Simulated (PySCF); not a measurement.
## CH4FSSi (charge −1): saddle-point search (part 3 of 4)

CH4FSSi, charge −1; HF/STO-3G, RHF (PySCF 2.14.0). 

Geometry of the input (Å):
```
C  0.7389  1.0482  -0.4270
S  0.5570  0.0590  1.0749
Si -1.3475  -0.9169  0.3828
F  -0.7422  -2.2390  -0.4873
H  0.9911  0.3951  -1.2636
H  -0.2511  0.8415  0.4047
H  1.5414  1.7721  -0.2785
H  -1.5390  -1.6793  1.6423
```

### The program's output, continued
```
----------------------------------------------
cycle 17: E = -816.230918946  dE = -0.000195405  norm(grad) = 0.00174446
Step   16 : Displace = 2.981e-02/4.857e-02 (rms/max) Trust = 3.000e-02 (=) Grad = 6.168e-04/1.112e-03 (rms/max) E (change) = -816.2309189465 (-1.954e-04) Quality = 0.960
Hessian Eigenvalues:  -4.457e-01 -5.109e-08 -4.232e-08 -2.709e-09  6.824e-10  1.383e-08  2.944e-08
 2.192e-03  7.850e-03  6.365e-02  7.348e-02  1.267e-01    .....    4.271e-01  4.436e-01  4.741e-01

Geometry optimization cycle 18
Cartesian coordinates (Angstrom)
 Atom        New coordinates             dX        dY        dZ
   C   0.790071   1.296910  -0.563161    0.006486  0.006359  0.007946
   S   0.262506   0.104553   1.069237   -0.010317  0.011139  0.013868
  Si  -1.469152  -1.150603   0.311729    0.010961 -0.001298 -0.010911
   F  -0.501192  -2.322763  -0.376950    0.031201  0.005392  0.005182
   H   0.703994   0.506025  -1.319375   -0.047873  0.013535  0.004305
   H  -0.152572   1.335611   0.607509   -0.001010  0.011699  0.007937
   H   1.856280   1.342888  -0.299668    0.016545 -0.045372 -0.016501
   H  -1.541321  -1.832021   1.618874   -0.005994 -0.001454 -0.011825
converged SCF energy = -816.231019969635
--------------- DFRHF_Scanner gradients ---------------
         x                y                z
0 C    -0.0003803976     0.0000442335    -0.0005250529
1 S    -0.0001557125    -0.0011524523     0.0010704263
2 Si     0.0000630320     0.0003520884    -0.0000316892
3 F     0.0000348824    -0.0000146771    -0.0000095931
4 H     0.0001080446     0.0000037390    -0.0000890963
5 H     0.0003943262     0.0003599645    -0.0004808836
6 H    -0.0000239907     0.0004169177     0.0000785067
7 H    -0.0000401844    -0.0000098136    -0.0000126178
----------------------------------------------
cycle 18: E = -816.23101997  dE = -0.000101023  norm(grad) = 0.00194149
Step   17 : Displace = 3.013e-02/5.072e-02 (rms/max) Trust = 3.000e-02 (=) Grad = 6.864e-04/1.581e-03 (rms/max) E (change) = -816.2310199696 (-1.010e-04) Quality = 0.934
Hessian Eigenvalues:  -4.461e-01 -4.240e-08 -2.251e-08  5.684e-10  1.313e-08  2.929e-08  3.292e-07
 2.221e-03  6.960e-03  6.363e-02  7.343e-02  1.267e-01    .....    4.271e-01  4.436e-01  4.741e-01

Geometry optimization cycle 19
Cartesian coordinates (Angstrom)
 Atom        New coordinates             dX        dY        dZ
   C   0.797051   1.297298  -0.557551    0.006979  0.000388  0.005610
   S   0.254456   0.112128   1.074991   -0.008050  0.007574  0.005754
  Si  -1.466146  -1.150320   0.305620    0.003006  0.000283 -0.006109
   F  -0.488288  -2.319852  -0.373542    0.012904  0.002910  0.003407
   H   0.684457   0.511705  -1.315618   -0.019537  0.005680  0.003757
   H  -0.153081   1.343127   0.604941   -0.000509  0.007516 -0.002568
   H   1.866326   1.316318  -0.303883    0.010046 -0.026571 -0.004215
   H  -1.546191  -1.829868   1.613225   -0.004870  0.002153 -0.005649
converged SCF energy = -816.231038199192
--------------- DFRHF_Scanner gradients ---------------
         x                y                z
0 C    -0.0000336926     0.0002263159    -0.0005054034
1 S    -0.0001622269    -0.0008677599     0.0009906936
2 Si     0.0001527017     0.0003222388    -0.0000255345
3 F     0.0000322123    -0.0000166209    -0.0000105372
4 H    -0.0000070540     0.0000209521    -0.0001092771
5 H     0.0000072509     0.0001682044    -0.0002933803
6 H     0.0000389415     0.0001579564    -0.0000288485
7 H    -0.0000281330    -0.0000112868    -0.0000177127
----------------------------------------------
cycle 19: E = -816.231038199  dE = -1.82296e-05  norm(grad) = 0.00153401
Step   18 : Displace = 1.490e-02/2.603e-02 (rms/max) Trust = 3.000e-02 (=) Grad = 5.424e-04/1.327e-03 (rms/max) E (change) = -816.2310381992 (-1.823e-05) Quality = 0.804
Hessian Eigenvalues:  -4.459e-01 -5.516e-08 -3.299e-08 -4.297e-09  1.921e-08  3.155e-08  9.189e-06
 2.250e-03  6.315e-03  6.356e-02  7.328e-02  1.267e-01    .....    4.271e-01  4.435e-01  4.741e-01

Geometry optimization cycle 20
Cartesian coordinates (Angstrom)
 Atom        New coordinates             dX        dY        dZ
   C   0.915791   1.231686  -0.539610    0.118740 -0.065612  0.017940
   S   0.150626   0.165399   1.081154   -0.103830  0.053271  0.006163
  Si  -1.511141  -1.103942   0.199736   -0.044995  0.046377 -0.105884
   F  -0.500208  -2.337732  -0.290800   -0.011920 -0.017879  0.082742
   H   0.858171   0.407586  -1.261743    0.173714 -0.104120  0.053875
   H  -0.159602   1.374482   0.493978   -0.006521  0.031355 -0.110963
   H   1.949897   1.232153  -0.168039    0.083571 -0.084165  0.135845
   H  -1.756325  -1.694344   1.529838   -0.210134  0.135524 -0.083387
converged SCF energy = -816.231045769857
--------------- DFRHF_Scanner gradients ---------------
         x                y                z
0 C     0.0002269776     0.0003145131    -0.0004277205
1 S    -0.0001181660     0.0001310761     0.0002303034
2 Si     0.0000258397     0.0000761335    -0.0000369287
3 F    -0.0000206624    -0.0000124428    -0.0000116506
4 H     0.0000063321    -0.0000446781     0.0000219939
5 H    -0.0001595896    -0.0003962011     0.0002091992
6 H     0.0000147446    -0.0000820951     0.0000121713
7 H     0.0000245241     0.0000136944     0.0000026321
----------------------------------------------
cycle 20: E = -816.23104577  dE = -7.57066e-06  norm(grad) = 0.000814089
Step   19 : Displace = 4.831e-03/7.324e-03 (rms/max) Trust = 3.000e-02 (=) Grad = 2.878e-04/5.774e-04 (rms/max) E (change) = -816.2310457699 (-7.571e-06) Quality = 0.864
Hessian Eigenvalues:  -4.459e-01 -3.689e-08 -1.600e-08  1.412e-08  2.413e-08  5.006e-07  1.719e-05
 2.250e-03  6.319e-03  6.356e-02  7.328e-02  1.267e-01    .....    4.271e-01  4.435e-01  4.741e-01

Geometry optimization cycle 21
Cartesian coordinates (Angstrom)
 Atom        New coordinates             dX        dY        dZ
   C   0.987393   1.186656  -0.522642    0.071602 -0.045030  0.016968
   S   0.092612   0.197247   1.077452   -0.058014  0.031848 -0.003702
  Si  -1.536447  -1.072492   0.135676   -0.025306  0.031450 -0.064060
   F  -0.522366  -2.342221  -0.243711   -0.022158 -0.004489  0.047090
   H   0.962529   0.338628  -1.218381    0.104359 -0.068957  0.043363
   H  -0.152595   1.390278   0.430468    0.007007  0.015795 -0.063510
   H   1.993993   1.183594  -0.082154    0.044097 -0.048559  0.085885
   H  -1.878838  -1.608448   1.467399   -0.122513  0.085896 -0.062439
converged SCF energy = -816.231047462448
--------------- DFRHF_Scanner gradients ---------------
         x                y                z
0 C     0.0001376559     0.0001584882    -0.0001661185
1 S    -0.0000574406     0.0000763944     0.0001814939
2 Si    -0.0000611575    -0.0000374143    -0.0000234697
3 F    -0.0000227330     0.0000050058    -0.0000067267
4 H    -0.0000453029     0.0000246197     0.0000126875
5 H     0.0000931556    -0.0002329731    -0.0000455449
6 H    -0.0000444676     0.0000168697     0.0000363767
7 H     0.0000002901    -0.0000109905     0.0000113017
----------------------------------------------
cycle 21: E = -816.231047462  dE = -1.69259e-06  norm(grad) = 0.000437834
Step   20 : Displace = 2.333e-03/3.485e-03 (rms/max) Trust = 3.000e-02 (=) Grad = 1.548e-04/2.677e-04 (rms/max) E (change) = -816.2310474624 (-1.693e-06) Quality = 0.509
Hessian Eigenvalues:  -4.459e-01 -3.749e-08 -2.309e-08  4.280e-09  1.661e-08  1.738e-07  7.252e-06
 2.251e-03  6.319e-03  6.355e-02  7.328e-02  1.267e-01    .....    4.271e-01  4.435e-01  4.741e-01

Geometry optimization cycle 22
Cartesian coordinates (Angstrom)
 Atom        New coordinates             dX        dY        dZ
   C   1.140156   1.074407  -0.468817    0.152764 -0.112249  0.053825
   S   0.007604   0.247485   1.064759   -0.085008  0.050238 -0.012693
  Si  -1.592565  -0.970838   0.012022   -0.056118  0.101654 -0.123653
   F  -0.635453  -2.324657  -0.176788   -0.113088  0.017564  0.066923
   H   1.134390   0.191766  -1.120405    0.171861 -0.146862  0.097976
   H  -0.081753   1.414858   0.334907    0.070842  0.024581 -0.095561
   H   2.091094   1.036496   0.080180    0.097101 -0.147098  0.162334
   H  -2.118979  -1.398731   1.322659   -0.240140  0.209717 -0.144740
converged SCF energy = -816.231049691455
--------------- DFRHF_Scanner gradients ---------------
         x                y                z
0 C    -0.0001891525    -0.0001165900     0.0002525766
1 S    -0.0001792805    -0.0004344958     0.0003381581
2 Si     0.0000287126     0.0000418729     0.0000478187
3 F     0.0000010297    -0.0000406310    -0.0000234464
4 H     0.0000052844     0.0000818037    -0.0001223349
5 H     0.0003011215     0.0003332495    -0.0004544267
6 H     0.0000336035     0.0001384968    -0.0000510696
7 H    -0.0000013186    -0.0000037060     0.0000127241
----------------------------------------------
cycle 22: E = -816.231049691  dE = -2.22901e-06  norm(grad) = 0.000953167
Step   21 : Displace = 2.595e-03/4.469e-03 (rms/max) Trust = 3.000e-02 (=) Grad = 3.370e-04/6.389e-04 (rms/max) E (change) = -816.2310496915 (-2.229e-06) Quality = 0.757
Hessian Eigenvalues:  -4.459e-01 -2.271e-07 -3.657e-08 -1.196e-08  1.556e-08  3.839e-08  1.775e-05
 2.251e-03  6.319e-03  6.355e-02  7.328e-02  1.267e-01    .....    4.271e-01  4.435e-01  4.741e-01

Geometry optimization cycle 23
Cartesian coordinates (Angstrom)
 Atom        New coordinates             dX        dY        dZ
   C   1.107224   1.098855  -0.483868   -0.032932  0.024448 -0.015051
   S   0.032013   0.232411   1.070189    0.024409 -0.015074  0.005429
  Si  -1.583269  -0.988237   0.044179    0.009296 -0.017399  0.032156
   F  -0.616299  -2.327444  -0.192660    0.019154 -0.002787 -0.015872
   H   1.090445   0.226469  -1.148878   -0.043945  0.034703 -0.028473
   H  -0.092184   1.409786   0.361373   -0.010430 -0.005073  0.026466
   H   2.074624   1.062029   0.035612   -0.016471  0.025533 -0.044568
   H  -2.067624  -1.442622   1.362082    0.051354 -0.043891  0.039423
converged SCF energy = -816.231049216522
--------------- DFRHF_Scanner gradients ---------------
         x                y                z
0 C    -0.0000352273    -0.0000349492     0.0000454332
1 S    -0.0000760704    -0.0002194802     0.0001421923
2 Si     0.0000421554     0.0000555549     0.0000353570
3 F     0.0000070940    -0.0000092342    -0.0000065323
4 H     0.0000087680     0.0000166853    -0.0000454741
5 H     0.0000320234     0.0001635097    -0.0001548732
6 H     0.0000237981     0.0000347974    -0.0000159138
7 H    -0.0000025412    -0.0000068837    -0.0000001891
----------------------------------------------
cycle 23: E = -816.231049217  dE = 4.74932e-07  norm(grad) = 0.000375832
Step   22 : Displace = 1.752e-03/2.694e-03 (rms/max) Trust = 3.000e-02 (=) Grad = 1.329e-04/2.724e-04 (rms/max) E (change) = -816.2310492165 (+4.749e-07) Quality = 0.726
Hessian Eigenvalues:  -4.458e-01 -4.924e-06 -3.702e-08 -1.392e-08  1.422e-08  3.745e-08  3.131e-06
 2.247e-03  6.317e-03  6.355e-02  7.328e-02  1.267e-01    .....    4.271e-01  4.435e-01  4.741e-01

Geometry optimization cycle 24
Cartesian coordinates (Angstrom)
 Atom        New coordinates             dX        dY        dZ
   C   1.107131   1.099734  -0.483536   -0.000094  0.000879  0.000332
   S   0.032831   0.231325   1.069986    0.000818 -0.001086 -0.000202
  Si  -1.582571  -0.988709   0.043348    0.000699 -0.000472 -0.000831
   F  -0.616728  -2.329130  -0.191185   -0.000428 -0.001686  0.001475
   H   1.089753   0.228054  -1.149404   -0.000692  0.001585 -0.000526
   H  -0.091505   1.409210   0.362077    0.000679 -0.000576  0.000704
   H   2.074690   1.062040   0.035521    0.000067  0.000011 -0.000091
   H  -2.068673  -1.441277   1.361221   -0.001049  0.001345 -0.000861
converged SCF energy = -816.231049288806
--------------- DFRHF_Scanner gradients ---------------
         x                y                z
0 C     0.0000106771    -0.0000053963    -0.0000056616
1 S    -0.0000323301    -0.0000587072     0.0000205926
2 Si     0.0000307581     0.0000316247     0.0000156033
3 F    -0.0000007930    -0.0000091607    -0.0000062298
4 H     0.0000068683    -0.0000051767    -0.0000098181
5 H    -0.0000355210     0.0000451768    -0.0000132192
6 H     0.0000116434    -0.0000015921    -0.0000033825
7 H     0.0000086972     0.0000032315     0.0000021152
----------------------------------------------
cycle 24: E = -816.231049289  dE = -7.22837e-08  norm(grad) = 0.000106263
Step   23 : Displace = 1.477e-03/2.418e-03 (rms/max) Trust = 3.000e-02 (=) Grad = 3.757e-05/7.011e-05 (rms/max) E (change) = -816.2310492888 (-7.228e-08) Quality = -0.689
Not rejecting step - energy change meets convergence criteria
Hessian Eigenvalues:  -4.471e-01 -9.589e-06 -3.104e-06 -3.666e-08 -1.388e-08  1.495e-08  7.493e-07
 2.196e-03  6.299e-03  6.334e-02  7.329e-02  1.265e-01    .....    4.264e-01  4.435e-01  4.720e-01

Geometry optimization cycle 25
Cartesian coordinates (Angstrom)
 Atom        New coordinates             dX        dY        dZ
   C   1.107318   1.100179  -0.483543    0.000188  0.000445 -0.000007
   S   0.033300   0.230818   1.069762    0.000469 -0.000508 -0.000224
  Si  -1.582540  -0.988921   0.043067    0.000031 -0.000212 -0.000281
   F  -0.617196  -2.329864  -0.190377   -0.000468 -0.000733  0.000808
   H   1.089707   0.228760  -1.149727   -0.000046  0.000706 -0.000323
   H  -0.091102   1.408896   0.362426    0.000403 -0.000313  0.000350
   H   2.074869   1.062023   0.035474    0.000179 -0.000017 -0.000047
   H  -2.069428  -1.440643   1.360947   -0.000755  0.000634 -0.000274
converged SCF energy = -816.231049318728
--------------- DFRHF_Scanner gradients ---------------
         x                y                z
0 C     0.0000191558     0.0000129419    -0.0000167106
1 S     0.0000122964     0.0000338285    -0.0000294960
2 Si    -0.0000051539    -0.0000045218    -0.0000000348
3 F    -0.0000015367     0.0000040681     0.0000004424
4 H    -0.0000016778    -0.0000048765     0.0000106087
5 H    -0.0000201131    -0.0000293101     0.0000295268
6 H    -0.0000050453    -0.0000107924     0.0000054282
7 H     0.0000020746    -0.0000013377     0.0000002353
----------------------------------------------
cycle 25: E = -816.231049319  dE = -2.99218e-08  norm(grad) = 7.41452e-05
```

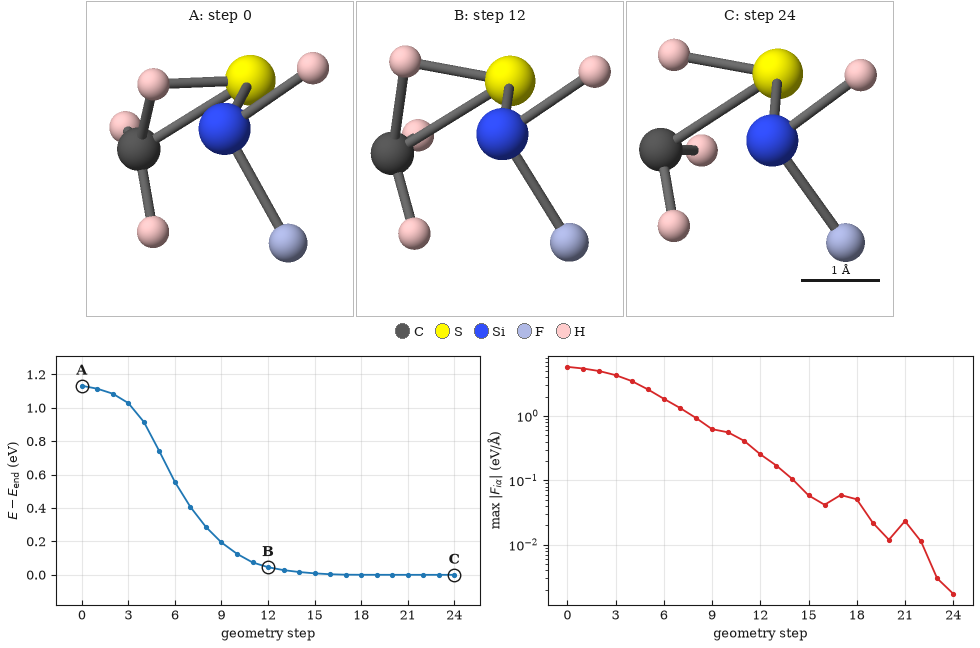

Figure 1. Frames of the saddle-point search (ball-and-stick view, seen at a tilt) above the curves, on which the letters mark them (steps are counted from 0).

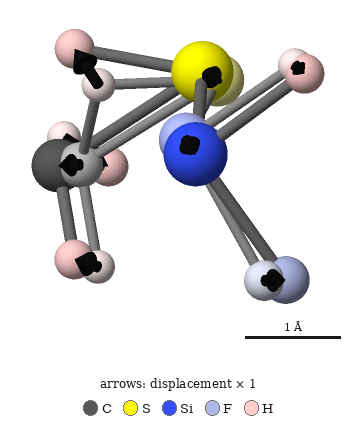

Figure 2. Start (faint) and end (solid) with the displacements as black arrows, at true length (ball-and-stick view, seen at a tilt). The two geometries are laid on each other by the best rigid fit. After 24 geometry steps the energy has fallen by 1.132 eV. Largest force component: 5.8 eV/Å at the start, 0.0017 eV/Å at the end. H7 moves most after the best rigid fit: 0.56 Å. By element the largest moves are H 0.56 Å, S 0.31 Å, F 0.29 Å, C 0.29 Å, Si 0.28 Å. Among the contacts that change: C1–S2 1.808 → 2.079 Å, C1–H6 1.309 → 1.499 Å, S2–H6 1.309 → 1.380 Å, Si3–F4 1.695 → 1.669 Å. Among the angles that change: Si3–S2–H6 65.1° → 99.4°, S2–C1–H7 108.9° → 95.0°, S2–C1–H5 109.4° → 96.5°. (Atoms are counted from 1 in the order of the input.)

```
Step   24 : Displace = 7.184e-04/1.178e-03 (rms/max) Trust = 7.384e-04 (-) Grad = 2.621e-05/4.654e-05 (rms/max) E (change) = -816.2310493187 (-2.992e-08) Quality = 0.725
Hessian Eigenvalues:  -4.471e-01 -9.589e-06 -3.104e-06 -3.666e-08 -1.388e-08  1.495e-08  7.493e-07
 2.196e-03  6.299e-03  6.334e-02  7.329e-02  1.265e-01    .....    4.264e-01  4.435e-01  4.720e-01
Converged! =D

converged: True
C           1.10731815        1.10017946       -0.48354279
S           0.03330041        0.23081753        1.06976247
Si         -1.58254003       -0.98892111        0.04306717
F          -0.61719601       -2.32986385       -0.19037658
H           1.08970730        0.22875956       -1.14972723
H          -0.09110240        1.40889619        0.36242640
H           2.07486929        1.06202298        0.03547382
H          -2.06942801       -1.44064302        1.36094695
converged SCF energy = -816.231049318798
E = -816.2310493188 Eh
```

### Trajectory as extended XYZ (Å, eV, eV/Å), 25 frames, from step=0 to step=24
```
8
Properties=species:S:1:pos:R:3:forces:R:3 step=0 energy=-22209.64590
C     0.7389    1.0482   -0.4270   -0.1455   1.2566  -1.9866
S     0.5570    0.0590    1.0749    3.5061  -5.7914   5.3754
Si   -1.3475   -0.9169    0.3828   -1.2340  -1.9766  -0.4315
F    -0.7422   -2.2390   -0.4873    0.0193   0.7703   0.7246
H     0.9911    0.3951   -1.2636   -0.2150   0.1370   0.3028
H    -0.2511    0.8415    0.4047   -1.7305   5.5919  -4.1128
H     1.5414    1.7721   -0.2785   -0.5233  -0.1221   0.2894
H    -1.5390   -1.6793    1.6423    0.3230   0.1342  -0.1612
8
Properties=species:S:1:pos:R:3:forces:R:3 step=1 energy=-22209.66371
C     0.7430    1.0550   -0.4355   -0.2284   1.2294  -1.9282
S     0.5506    0.0607    1.0722    3.2382  -5.4520   4.9735
Si   -1.3561   -0.9237    0.3844   -1.1662  -1.9170  -0.4324
F    -0.7433   -2.2397   -0.4855    0.0175   0.7273   0.6904
H     0.9980    0.3970   -1.2674   -0.1712   0.1109   0.2975
H    -0.2611    0.8487    0.4129   -1.5383   5.3041  -3.7381
H     1.5525    1.7690   -0.2780   -0.4614  -0.1357   0.2895
H    -1.5350   -1.6862    1.6452    0.3099   0.1330  -0.1521
```
